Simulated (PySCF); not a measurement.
# C₄H₇N₃OSi: what the fields show

```yaml
atoms:
  - { symbol: C, position_ang: [-3.0510, 0.0198, 0.6847] }
  - { symbol: C, position_ang: [-1.9888, 0.4603, -0.2816] }
  - { symbol: O, position_ang: [-2.2156, 1.0283, -1.3267] }
  - { symbol: C, position_ang: [-0.6194, 0.1347, 0.1359] }
  - { symbol: C, position_ang: [0.5705, 0.3080, -0.5482] }
  - { symbol: N, position_ang: [1.5324, -0.1482, 0.2768] }
  - { symbol: Si, position_ang: [3.2834, -0.2802, 0.0684] }
  - { symbol: N, position_ang: [0.9484, -0.5771, 1.4159] }
  - { symbol: N, position_ang: [-0.3021, -0.4168, 1.3396] }
  - { symbol: H, position_ang: [-3.0862, -1.0682, 0.6899] }
  - { symbol: H, position_ang: [-4.0182, 0.4158, 0.3890] }
  - { symbol: H, position_ang: [-2.7907, 0.3407, 1.6897] }
  - { symbol: H, position_ang: [0.7776, 0.7047, -1.5185] }
  - { symbol: H, position_ang: [3.4885, -1.2639, -0.9938] }
  - { symbol: H, position_ang: [3.7262, 1.0499, -0.3452] }
  - { symbol: H, position_ang: [3.7375, -0.6990, 1.3826] }
```

Geometry: GFN2-xTB.

All numbers below come from PySCF, B3LYP/def2-SVPD, SCF density, gas phase.

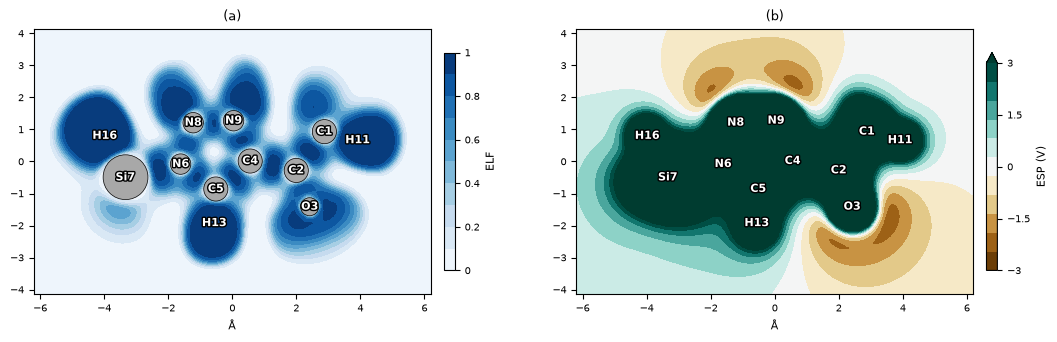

Figure 1. (a) ELF; (b) molecular electrostatic potential on the plane of atoms C2, C4 and N9. Grey discs cover the atomic cores in the ELF map.

What does the map show?

The plane passes through C, O, N, Si and H nuclei.
C–O (1.21 Å): the ELF peaks at about 0.90 between the atoms: a short, multiple covalent bond.
N–N (1.26 Å): the ELF peaks at about 0.90 between the atoms, as expected for a covalent bond.
C–N (1.35 Å): the ELF peaks at about 0.90 between the atoms; a covalent bond.
C–C (1.38 Å): the ELF peaks at about 0.95 between the atoms (localised, covalent bonding).
Si–N (1.77 Å): the ELF peaks at about 0.95 between the atoms; a shared but strongly polarised pair.
The ELF also peaks beside O3, N8 and N9, away from the bonds: lone-pair regions.
Outside the dense part of the molecule the potential is most negative (−2.2 V) near O3.

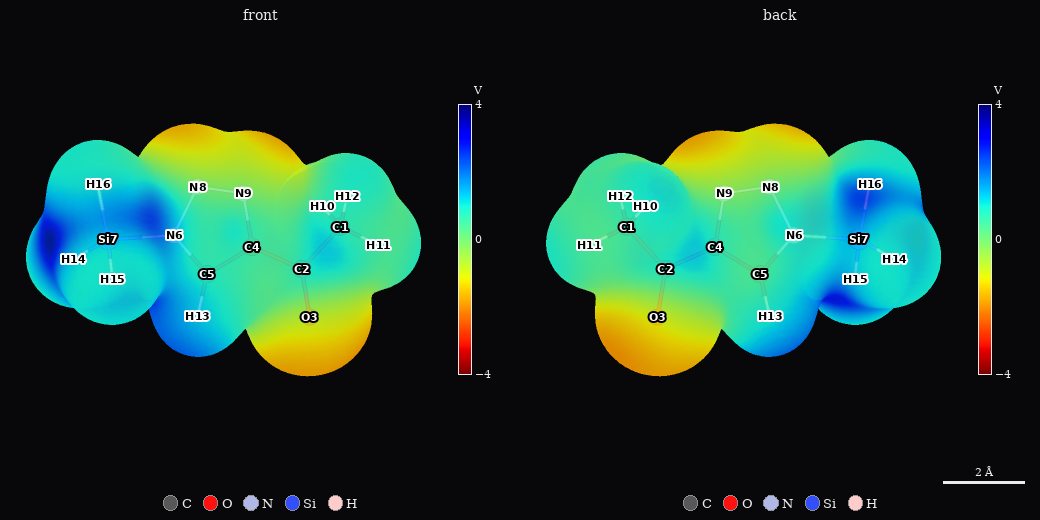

Figure 2. The molecular electrostatic potential painted on the density surface at 0.004 e/bohr³, seen from the front and from behind; the colour scale runs from red (negative) to blue (positive).

Describe the electrostatic potential map.

The most negative region (about −2.0 V) lies over O3, the most positive (about +3.3 V) over Si7. O3 is the likeliest acceptor of a hydrogen bond.

What dipole moment does the calculation give?

Its dipole moment is 3.80 D.
